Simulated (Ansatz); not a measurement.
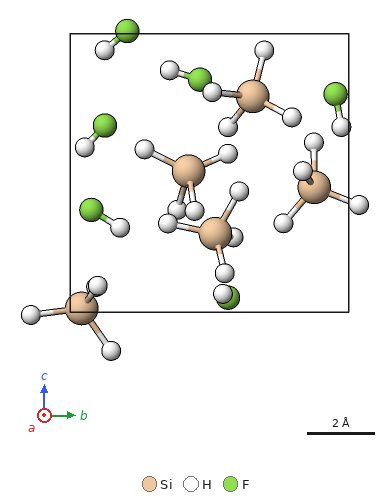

Starting frame of a dynamics run of a periodic cell with 5 SiH4 + 6 HF at 0.78 g/cm³. It starts from the last geometry of an earlier run, with fresh velocities. A ball-and-stick model of the simulation cell, seen along the a axis.

The calculation used DFT PBE-D3(BJ), scalar-relativistic, plane waves, PAW (Ansatz).

Input file:
```yaml
crystal:
  lattice:
    - [8.423066, 0.0, 0.0]
    - [0.0, 8.423066, 0.0]
    - [0.0, 0.0, 8.423066]
  atoms:
    - { symbol: Si, position: [0.86946606, 0.51740572, 0.27770727] }
    - { symbol: H, position: [0.91694268, 0.60307547, 0.42958318] }
    - { symbol: H, position: [0.68638818, 0.58244693, 0.26437913] }
    - { symbol: H, position: [0.97409984, 0.55072758, 0.13553746] }
    - { symbol: H, position: [0.87264232, 0.34693267, 0.31444499] }
    - { symbol: Si, position: [0.12400848, 1.03682415, 1.00905013] }
    - { symbol: H, position: [-0.02081225, 1.08868705, 1.08622861] }
    - { symbol: H, position: [0.09448717, 1.14291273, 0.85642039] }
    - { symbol: H, position: [0.26319364, 1.09467613, 1.09063522] }
    - { symbol: H, position: [0.16102596, 0.85436352, 0.9855223] }
    - { symbol: Si, position: [0.3001101, 0.42100257, 0.50226942] }
    - { symbol: H, position: [0.31797386, 0.26269977, 0.58065585] }
    - { symbol: H, position: [0.17766257, 0.38047542, 0.36340919] }
    - { symbol: H, position: [0.25465892, 0.56241252, 0.56479187] }
    - { symbol: H, position: [0.43483368, 0.44242319, 0.35942201] }
    - { symbol: Si, position: [0.63870966, 0.65144724, 0.77082741] }
    - { symbol: H, position: [0.71733322, 0.79204893, 0.69552697] }
    - { symbol: H, position: [0.54836981, 0.69282726, 0.93570866] }
    - { symbol: H, position: [0.52423064, 0.56270322, 0.66041757] }
    - { symbol: H, position: [0.76464049, 0.50600878, 0.786157] }
    - { symbol: Si, position: [0.18039072, 0.87263553, 0.44422923] }
    - { symbol: H, position: [0.16123361, 0.76183304, 0.31490162] }
    - { symbol: H, position: [0.35206074, 0.83176921, 0.5024266] }
    - { symbol: H, position: [0.18465618, 1.03359021, 0.380714] }
    - { symbol: H, position: [0.08320517, 0.8711537, 0.6053959] }
    - { symbol: F, position: [0.4236938, 0.94920237, 0.77877695] }
    - { symbol: H, position: [0.43597764, 0.969884, 0.66087146] }
    - { symbol: F, position: [0.05461998, 0.46204371, 0.83096933] }
    - { symbol: H, position: [0.05209044, 0.35314628, 0.86447897] }
    - { symbol: F, position: [0.69338825, 0.20076001, 0.00578923] }
    - { symbol: H, position: [0.66373994, 0.11941888, -0.06358791] }
    - { symbol: F, position: [0.86971201, 0.07174344, 0.36305973] }
    - { symbol: H, position: [0.8724311, 0.17504266, 0.2992082] }
    - { symbol: F, position: [0.72233266, 0.12038822, 0.66615497] }
    - { symbol: H, position: [0.72214354, 0.04807493, 0.58763399] }
    - { symbol: F, position: [0.30061937, 0.56263135, 1.0476628] }
    - { symbol: H, position: [0.41029913, 0.54447583, 1.06124744] }
basis:
  ecutwfc: 420.0
kpoints:
  mp_grid: { grid: [1, 1, 1] }
hamiltonian:
  xc: pbe
  dispersion: d3bj
scf:
  occupations: { method: fermi_dirac, width: 0.05 }
  lower_state_search: "off"
md:
  timestep: 0.5
  n_steps: 280
  ensemble: nvt_langevin
  temperature: 1000.0
  initial_velocities: maxwell_boltzmann
  seed: 308816
  friction: 0.005
```

Command:
```bash
ansatz run input.yaml --threads 1 --pin off --max-ram 3072MiB --backend cpu --events-out ev --progress --plain --runs-dir out
```

What does the trajectory do?

Answer. The mean temperature in the second half is 843 K (standard deviation 92 K). The potential energy in the second half lies on average 4.8 meV per atom above the first frame. In the second half of the run the atoms are, in the root-mean-square, this far from where they began (common drift taken out): H 1.45 Å, Si 0.95 Å, F 0.83 Å. The molecules turn and drift from their places.

Along the run (each row but the first and the last is the mean over the interval that it begins):

```json
{"time (fs)": "0.0", "potential energy (meV/atom)": "0.0", "T (K)": "973"}
{"time (fs)": "23.0", "potential energy (meV/atom)": "8.2", "T (K)": "970"}
{"time (fs)": "46.0", "potential energy (meV/atom)": "-1.3", "T (K)": "947"}
{"time (fs)": "69.0", "potential energy (meV/atom)": "-5.5", "T (K)": "941"}
{"time (fs)": "92.0", "potential energy (meV/atom)": "8.3", "T (K)": "819"}
{"time (fs)": "115.0", "potential energy (meV/atom)": "10.7", "T (K)": "780"}
{"time (fs)": "138.0", "potential energy (meV/atom)": "9.5", "T (K)": "798"}
```

The paths of the atoms:

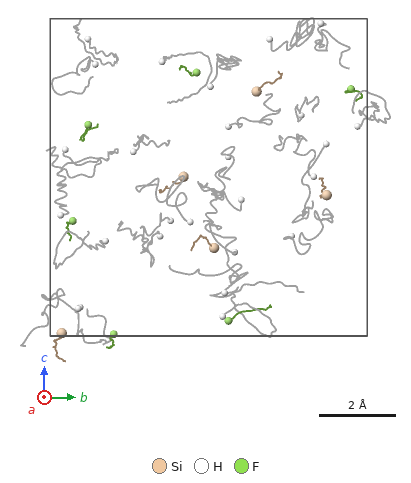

Limits of the set-up: the periodic images lie only 8.4 Å apart, so the values are limited by the cell's size.
